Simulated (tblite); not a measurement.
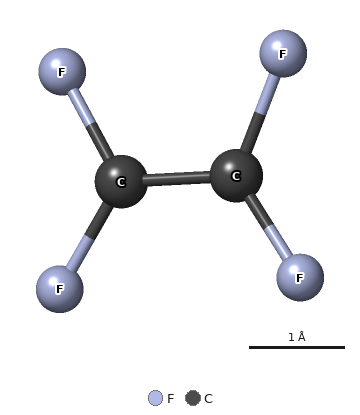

The input geometry (ball-and-stick view, seen at a tilt).

Geometry relaxation of C$_{2}$F$_{4}$

The run: geometry relaxation of C$_{2}$F$_{4}$ (tetrafluoroethene). Method and program: GFN2-xTB geometry optimisation, gas phase (tblite 0.8.0).

**Log**
```
step      E/eV     max force
  0    -629.84798    2.168
  1    -629.99297    1.199
  2    -630.06071    0.820
  3    -630.08650    0.723
  4    -630.11807    0.634
  5    -630.13042    0.385
  6    -630.13341    0.156
  7    -630.13447    0.132
  8    -630.13629    0.179
  9    -630.13721    0.153
 10    -630.13801    0.110
 11    -630.13890    0.136
 12    -630.14006    0.134
 13    -630.14079    0.078
 14    -630.14097    0.030
 15    -630.14099    0.006
```

**Trajectory as extended XYZ (Å, eV, eV/Å), 16 frames, from step=0 to step=15**
```
6
Properties=species:S:1:pos:R:3:forces:R:3 step=0 energy=-629.84798
F    -1.2284   -0.0036    1.2391   -0.2280  -0.0290  -2.1560
C    -0.6931   -0.0149   -0.0361    0.6870  -0.0230   1.4180
F    -1.4335   -0.0972   -1.1294   -0.2220   0.0750   1.0150
C     0.6441    0.0350   -0.0617    0.5220  -0.0880   0.7980
F     1.3701    0.0001   -1.1745   -0.1030   0.0890   0.8610
F     1.3470    0.0845    1.1195   -0.6560  -0.0250  -1.9350
6
Properties=species:S:1:pos:R:3:forces:R:3 step=1 energy=-629.99297
F    -1.2316   -0.0040    1.2083   -0.6140  -0.0180  -1.0300
C    -0.6833   -0.0152   -0.0158    0.6110  -0.0520   0.1490
F    -1.4367   -0.0961   -1.1149   -0.0180   0.0830   1.0980
C     0.6515    0.0338   -0.0503   -0.1820  -0.1070   0.0220
F     1.3687    0.0014   -1.1623    0.0890   0.0710   0.4930
F     1.3377    0.0842    1.0919    0.1130   0.0240  -0.7320
6
Properties=species:S:1:pos:R:3:forces:R:3 step=2 energy=-630.06071
F    -1.2475   -0.0046    1.1738   -0.8200  -0.0030  -0.0160
C    -0.6655   -0.0166   -0.0060   -0.3100  -0.0820  -0.4330
F    -1.4381   -0.0938   -1.0838   -0.1160   0.0490   0.5930
C     0.6494    0.0308   -0.0463    0.2990  -0.0700  -0.4330
F     1.3704    0.0035   -1.1465    0.2710   0.0440  -0.0030
F     1.3375    0.0847    1.0656    0.6750   0.0620   0.2920
6
Properties=species:S:1:pos:R:3:forces:R:3 step=3 energy=-630.08650
F    -1.2642   -0.0048    1.1619   -0.7090   0.0000   0.1410
C    -0.6654   -0.0182   -0.0077    0.2480  -0.0350  -0.1180
F    -1.4407   -0.0924   -1.0660   -0.3780   0.0090   0.0480
C     0.6551    0.0289   -0.0505   -0.2230  -0.0580  -0.0650
F     1.3748    0.0048   -1.1415    0.4280   0.0270  -0.3310
F     1.3467    0.0857    1.0607    0.6340   0.0560   0.3260
6
Properties=species:S:1:pos:R:3:forces:R:3 step=4 energy=-630.11807
F    -1.3047   -0.0052    1.1433   -0.1960   0.0030   0.0470
C    -0.6562   -0.0212   -0.0084   -0.4140  -0.0160   0.3770
F    -1.4546   -0.0901   -1.0386   -0.3830  -0.0240  -0.4530
C     0.6576    0.0246   -0.0551    0.5490   0.0140   0.3160
F     1.3912    0.0075   -1.1409    0.2090   0.0070  -0.2480
F     1.3728    0.0884    1.0565    0.2350   0.0150  -0.0400
6
Properties=species:S:1:pos:R:3:forces:R:3 step=5 energy=-630.13042
F    -1.3221   -0.0053    1.1385   -0.0710   0.0030   0.0770
C    -0.6598   -0.0226   -0.0044    0.1270   0.0080   0.1900
F    -1.4648   -0.0896   -1.0355   -0.1690  -0.0180  -0.3460
C     0.6665    0.0234   -0.0528   -0.1040   0.0000   0.2130
F     1.4001    0.0086   -1.1446    0.0430   0.0020  -0.0660
F     1.3863    0.0896    1.0555    0.1750   0.0050  -0.0680
6
Properties=species:S:1:pos:R:3:forces:R:3 step=6 energy=-630.13341
F    -1.3273   -0.0052    1.1393   -0.0150   0.0010   0.0060
C    -0.6599   -0.0229   -0.0017   -0.0310  -0.0010   0.0160
F    -1.4691   -0.0898   -1.0397    0.0530  -0.0020  -0.0890
C     0.6676    0.0231   -0.0500   -0.0660   0.0010   0.0930
F     1.4023    0.0088   -1.1458   -0.0670   0.0010   0.0670
F     1.3926    0.0899    1.0548    0.1260   0.0010  -0.0920
6
Properties=species:S:1:pos:R:3:forces:R:3 step=7 energy=-630.13447
F    -1.3293   -0.0052    1.1395   -0.0190  -0.0010  -0.0060
C    -0.6608   -0.0230   -0.0009   -0.0450  -0.0020  -0.0260
F    -1.4693   -0.0898   -1.0421    0.1090   0.0020  -0.0130
C     0.6670    0.0230   -0.0477   -0.0500   0.0000   0.0240
F     1.4019    0.0089   -1.1450   -0.0990   0.0000   0.0870
F     1.3968    0.0901    1.0530    0.1050   0.0000  -0.0660
6
Properties=species:S:1:pos:R:3:forces:R:3 step=8 energy=-630.13629
F    -1.3343   -0.0052    1.1393   -0.0370  -0.0030  -0.0180
C    -0.6632   -0.0233    0.0007   -0.0430   0.0000  -0.0470
F    -1.4674   -0.0898   -1.0469    0.1620   0.0060   0.0760
C     0.6649    0.0228   -0.0429   -0.0010   0.0020  -0.0500
F     1.3987    0.0092   -1.1414   -0.1200  -0.0040   0.0470
F     1.4075    0.0904    1.0480    0.0390  -0.0010  -0.0070
6
Properties=species:S:1:pos:R:3:forces:R:3 step=9 energy=-630.13721
F    -1.3378   -0.0053    1.1388   -0.0510  -0.0040  -0.0170
C    -0.6646   -0.0234    0.0016   -0.0110   0.0030  -0.0090
F    -1.4639   -0.0898   -1.0490    0.1380   0.0050   0.0670
C     0.6634    0.0227   -0.0401    0.0260   0.0040  -0.0450
F     1.3949    0.0092   -1.1390   -0.0990  -0.0060  -0.0220
F     1.4143    0.0905    1.0446   -0.0030  -0.0020   0.0260
6
Properties=species:S:1:pos:R:3:forces:R:3 step=10 energy=-630.13801
F    -1.3417   -0.0054    1.1381   -0.0580  -0.0040  -0.0100
C    -0.6655   -0.0234    0.0028    0.0310   0.0070   0.0470
F    -1.4587   -0.0897   -1.0503    0.0800   0.0010   0.0180
C     0.6622    0.0227   -0.0381    0.0400   0.0060  -0.0090
F     1.3900    0.0091   -1.1377   -0.0620  -0.0080  -0.0910
F     1.4198    0.0906    1.0421   -0.0300  -0.0020   0.0450
6
Properties=species:S:1:pos:R:3:forces:R:3 step=11 energy=-630.13890
F    -1.3468   -0.0056    1.1371   -0.0560  -0.0040  -0.0030
C    -0.6656   -0.0232    0.0051    0.0650   0.0090   0.0930
F    -1.4515   -0.0896   -1.0514    0.0140  -0.0030  -0.0370
C     0.6617    0.0229   -0.0359    0.0420   0.0070   0.0330
F     1.3835    0.0089   -1.1384   -0.0240  -0.0070  -0.1340
F     1.4250    0.0906    1.0403   -0.0420  -0.0020   0.0500
6
Properties=species:S:1:pos:R:3:forces:R:3 step=12 energy=-630.14006
F    -1.3553   -0.0060    1.1357   -0.0360  -0.0020  -0.0010
C    -0.6649   -0.0228    0.0096    0.0760   0.0080   0.1070
F    -1.4406   -0.0894   -1.0531   -0.0480  -0.0050  -0.0770
C     0.6621    0.0232   -0.0327    0.0350   0.0050   0.0650
F     1.3735    0.0084   -1.1416    0.0120  -0.0050  -0.1330
F     1.4315    0.0906    1.0390   -0.0380  -0.0010   0.0390
6
Properties=species:S:1:pos:R:3:forces:R:3 step=13 energy=-630.14079
F    -1.3624   -0.0063    1.1346   -0.0090   0.0000  -0.0030
C    -0.6637   -0.0224    0.0141    0.0470   0.0030   0.0590
F    -1.4325   -0.0894   -1.0548   -0.0540  -0.0040  -0.0560
C     0.6633    0.0236   -0.0300    0.0170   0.0020   0.0500
F     1.3657    0.0079   -1.1461    0.0160  -0.0020  -0.0700
F     1.4357    0.0906    1.0390   -0.0160   0.0000   0.0200
6
Properties=species:S:1:pos:R:3:forces:R:3 step=14 energy=-630.14097
F    -1.3639   -0.0064    1.1344    0.0030   0.0000  -0.0040
C    -0.6629   -0.0223    0.0155    0.0160   0.0000   0.0100
F    -1.4314   -0.0894   -1.0553   -0.0240  -0.0010  -0.0180
C     0.6643    0.0237   -0.0294    0.0030   0.0000   0.0190
F     1.3644    0.0077   -1.1483    0.0030   0.0000  -0.0170
F     1.4358    0.0906    1.0399    0.0000   0.0010   0.0090
6
Properties=species:S:1:pos:R:3:forces:R:3 step=15 energy=-630.14099
F    -1.3633   -0.0064    1.1344    0.0040   0.0000  -0.0040
C    -0.6627   -0.0223    0.0153    0.0030  -0.0010  -0.0050
F    -1.4325   -0.0894   -1.0552   -0.0060   0.0000  -0.0010
C     0.6645    0.0237   -0.0295    0.0010   0.0000   0.0050
F     1.3651    0.0078   -1.1486   -0.0040   0.0000   0.0000
F     1.4351    0.0906    1.0404    0.0030   0.0010   0.0050
```

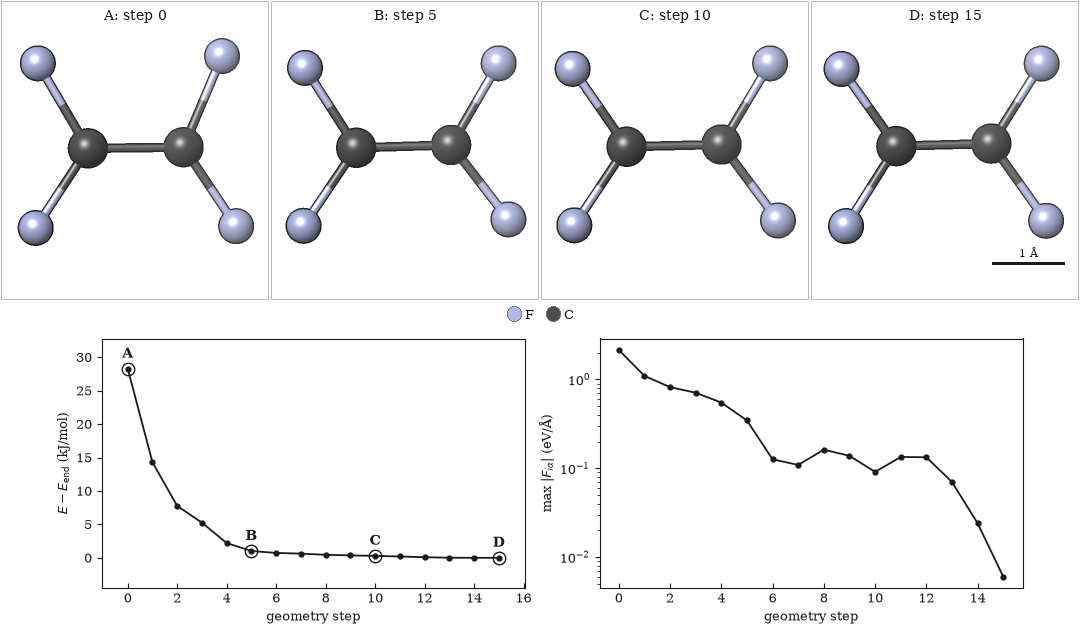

Frames of the relaxation (ball-and-stick view, seen at a tilt) above the curves, on which the letters mark them (steps are counted from 0).

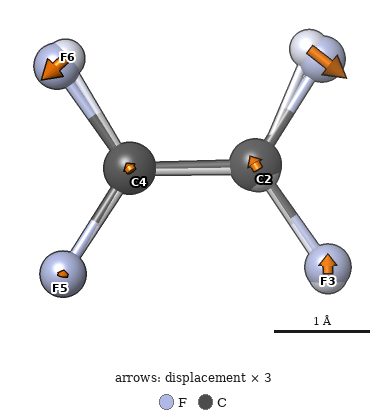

Start (faint) and end (solid) with the displacements as orange arrows, magnified 3 times (ball-and-stick view, seen at a tilt). The two geometries are laid on each other by the best rigid fit. F1 moves most after the best rigid fit: 0.17 Å. Largest moves by element: F 0.17 Å, C 0.06 Å. Among the contacts that change: C4–F6 1.375 → 1.320 Å, C2–C4 1.338 → 1.329 Å, C4–F5 1.329 → 1.320 Å. Among the angles that change: F1–C2–F3 123.1° → 112.2°, F1–C2–C4 113.8° → 123.9°, C2–C4–F6 119.7° → 123.9°. Over 15 geometry steps the energy falls by 28.3 kJ/mol. Largest force component: 2.2 eV/Å at the start, 0.006 eV/Å at the end. (Atoms are counted from 1 in the order of the input.)

This output came from the following input.

**The input**
```
{"job": {"kind": "relax", "xc": "GFN2-xTB", "basis": "xTB"}, "charge": 0, "multiplicity": 1}
F     -1.228400    -0.003600     1.239100
C     -0.693100    -0.014900    -0.036100
F     -1.433500    -0.097200    -1.129400
C      0.644100     0.035000    -0.061700
F      1.370100     0.000100    -1.174500
F      1.347000     0.084500     1.119500
```

The first line tells a small driver script what to run in tblite; the rest is the geometry in Å.

Launch command:
```bash
OMP_NUM_THREADS=1 python <driver script> task.json out
```

**Summary**

```csv
quantity,value
outcome,converged
total energy,−630.1410 eV
hardware,"1 CPU thread, shared host"
peak memory,0.18 GiB
```
